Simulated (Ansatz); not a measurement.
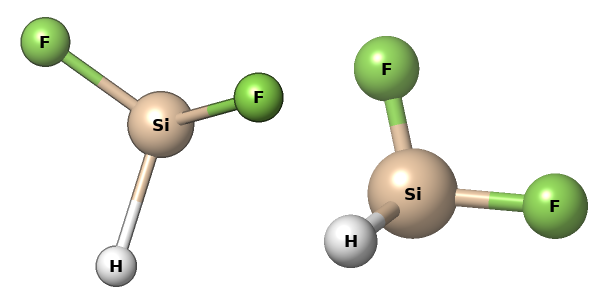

The picture comes from a calculation with Ansatz.

Both panels show the same species.

The species is neutral and a spin doublet. Geometry: moved along internal coordinates away from the minimum.

**Count the atoms of each element.**

F₂HSi, 4 atoms: 2 fluorine, 1 hydrogen and 1 silicon.

**How many bonds of each kind are drawn?**

2 F–Si, 1 Si–H.

**Give a SMILES string for it.**

F[SiH]F

**Name some functional groups or characteristic bonds that it holds.**

Among them: Si–H bond.
